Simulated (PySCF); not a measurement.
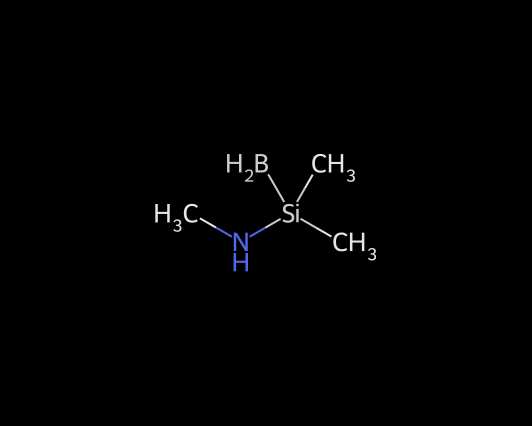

Computed geometry: GFN2-xTB optimisation. No frequency run is at hand to confirm it as a minimum. Method: PBE0/pcSseg-1, gas phase (PySCF 2.14.0).

What does the calculation give?

The species is C₃H₁₂BNSi (`B[Si](C)(C)NC`).
- dipole moment: 0.67 D
- HOMO energy (Kohn–Sham orbital): −6.21 eV
- LUMO energy (Kohn–Sham orbital): −2.22 eV
- HOMO–LUMO gap: 3.98 eV

The geometry is semi-empirical. Around B, Si such bond lengths and angles can be off by a tenth of an ångström or more and by several degrees, and values that hang on the shape move with them.
